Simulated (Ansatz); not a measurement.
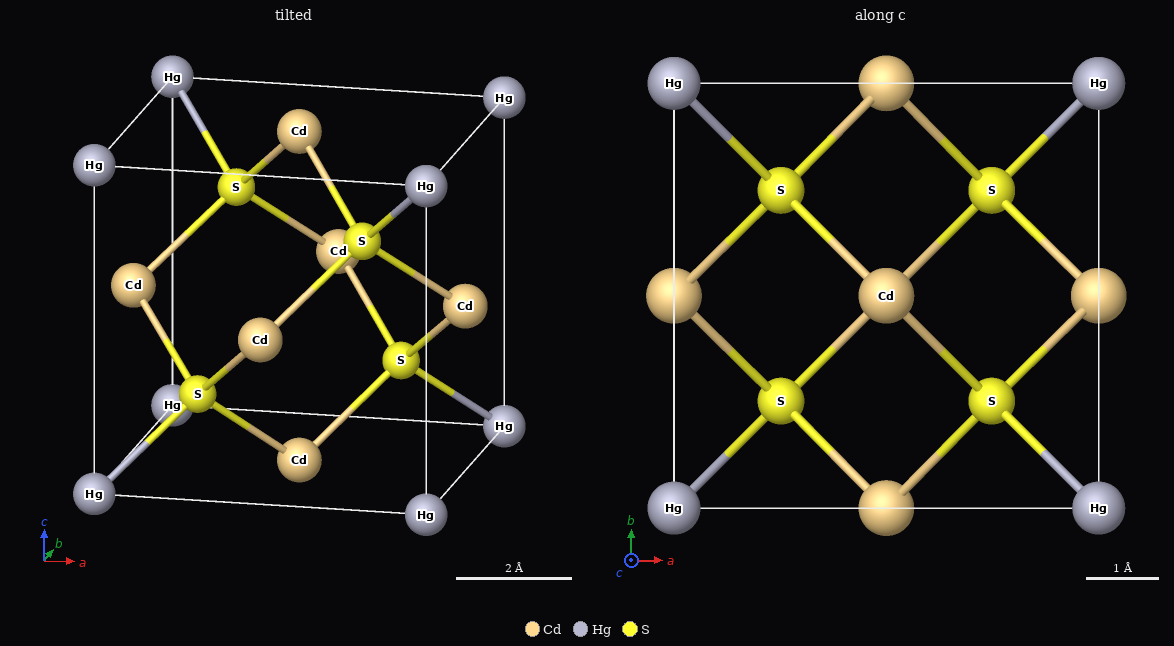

We look at a ball-and-stick model of the crystal slightly off an axis and along the c axis. The wireframe shows the conventional unit cell.

Cd3HgS4, space group P-43m (No. 215), a = 5.942 Å, b = 5.942 Å, c = 5.942 Å, α = 90.00°, β = 90.00°, γ = 90.00°. The structure was taken from a structure type filled with these elements by a generator (whether the compound takes this form wasn't checked). Earlier steps of the study may have refined or changed the cell and positions. Ansatz was used for an electronic-structure calculation on it.

This one geometry was computed with Ansatz (DFT, plane waves, PAW) at three levels of theory: PBE, r2SCAN and LDA.

Q: Which level gives the highest pressure at this volume, and what does that say about its equilibrium volume?

A: Highest: PBE (0.0 GPa), which points to the largest equilibrium volume. Lowest, with the smallest volume: LDA (-4.9 GPa). Levels within 0.5 GPa of each other can't be told apart.

Q: How does the band gap change with the level of theory?

A: LDA: a gap of 0.36 eV, direct; PBE: a gap of 0.62 eV, direct; r2SCAN: a gap of 1.00 eV, direct.

Q: Collect the results in a table.

A:
| level | cutoff (eV) | k-mesh of the run's cell | gap (eV) | pressure (GPa) |
| --- | --- | --- | --- | --- |
| PBE | 420 | 6×6×6 | 0.62 | 0.0 |
| r2SCAN | 500 | 6×6×6 | 1.00 | -1.5 |
| LDA | 420 | 6×6×6 | 0.36 | -4.9 |

Gaps are taken on the k-mesh or band path of each run.
